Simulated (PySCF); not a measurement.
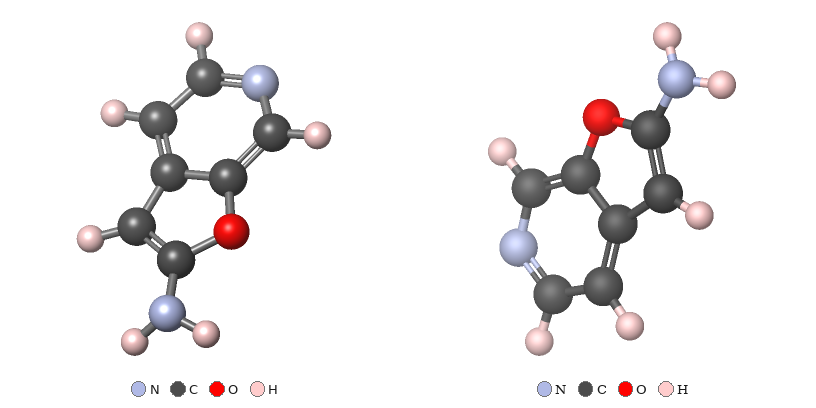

The same structure drawn twice, from different directions.

Computed geometry: GFN2-xTB optimisation. No frequency run is at hand to confirm it as a minimum.

**Count the atoms of each element.**

C₇H₆N₂O, 16 atoms: 7 carbon, 6 hydrogen, 2 nitrogen and 1 oxygen.

**Describe its rings.**

Independent rings (smallest set): 1 of 5 members, 1 of 6 members, 2 of them aromatic.

**How many bonds of each kind are drawn?**

6 C–C, 4 C–H, 3 C–N, 2 C–O, 2 N–H.

More results for the same structure follow; atom numbers are the same in all pictures, views and colours differ.

Geometry

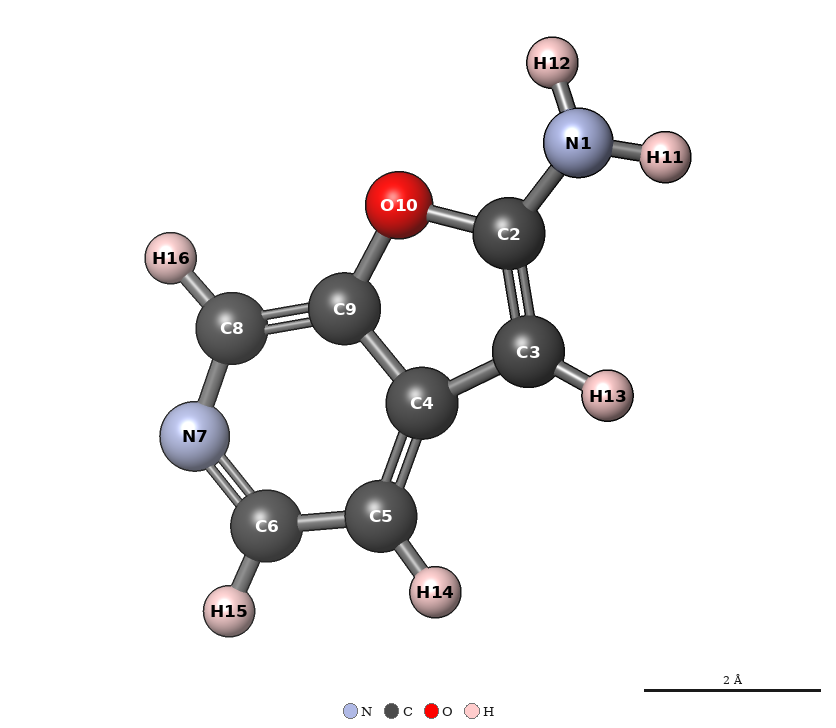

Atoms carry their numbers in the input. No frequency run is at hand to confirm it as a minimum.

Give these bond angles: N1–C2–O10, C2–N1–H12, C2–C3–C4, C3–C2–O10, C4–C3–H13, C4–C5–H14, C4–C9–O10, C5–C6–N7, N7–C6–H15, N7–C8–C9, N7–C8–H16, C8–C9–O10.

```csv
angle,degrees
N1–C2–O10,116.6
C2–N1–H12,115.1
C2–C3–C4,105.7
C3–C2–O10,112.5
C4–C3–H13,127.5
C4–C5–H14,121.6
C4–C9–O10,109.9
C5–C6–N7,125.0
N7–C6–H15,114.5
N7–C8–C9,120.3
N7–C8–H16,117.0
C8–C9–O10,129.3
```

Charges

The questions are on Hirshfeld charges. No frequency run is at hand to confirm it as a minimum. Properties computed with PBE0/pcSseg-1, gas phase (PySCF 2.14.0).

Give the Hirshfeld charges atom by atom.

```csv
atom,value (e)
N1,−0.18
C2,0.13
C3,−0.13
C4,−0.02
C5,−0.07
C6,0.00
N7,−0.18
C8,0.00
C9,0.05
O10,−0.08
H11,0.15
H12,0.14
H13,0.05
H14,0.05
H15,0.05
H16,0.05
```

Electronic properties

No frequency run is at hand to confirm it as a minimum. Method: PBE0/def2-SVPD, gas phase (PySCF 2.14.0). Excitations: vertical, linear response.

Predict the main results.

- dipole moment: 4.98 D
- HOMO energy (Kohn–Sham orbital): −6.17 eV
- LUMO energy (Kohn–Sham orbital): −0.56 eV
- HOMO–LUMO gap: 5.60 eV
- mean static polarisability: 99.6 bohr³
- lowest vertical singlet excitation: 4.95 eV
- its oscillator strength: 0.202

Quadrupole coupling

No frequency run is at hand to confirm it as a minimum. Electric field gradients from the ground-state density, PBE0/pcSseg-1 (PySCF 2.14.0), non-relativistic apart from any core potentials.

Give the largest field-gradient component, the quadrupole coupling constant and the asymmetry for 14N at N1 (Q = 20.44 mb), 14N at N7 (Q = 20.44 mb), 17O at O10 (Q = −25.6 mb).

```csv
atom,V_zz (a.u.),e²qQ/h (MHz),η
N1,−1.102,−5.29,0.15
N7,−1.076,−5.17,0.22
O10,1.625,−9.77,0.45
```

Ring current

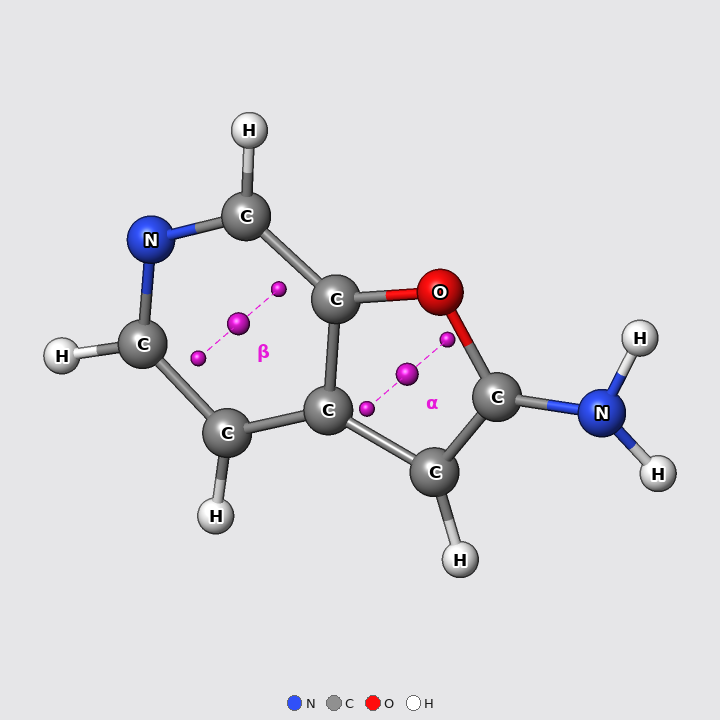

The small points mark where nucleus-independent chemical shifts (NICS) were computed: at the centre of each lettered ring and 1 Å above and below it. No frequency run is at hand to confirm it as a minimum. Properties computed with GIAO PBE0/pcSseg-1 NMR shielding, non-relativistic, gas phase (PySCF 2.14.0).

Give NICS(0), NICS(1) and the out-of-plane component NICS(1)zz for each ring (means of the two sides).

| ring | members | NICS(0) | NICS(1) | NICS(1)zz |
| --- | --- | --- | --- | --- |
| α | C4O | −9.8 | −8.4 | −18.7 |
| β | C5N | −9.3 | −11.3 | −28.2 |

Values in ppm.

**What do the values say about the ring currents?**

Ring α: diatropic, as in an aromatic ring. Ring β: diatropic, as in an aromatic ring. NICS is one index among several.
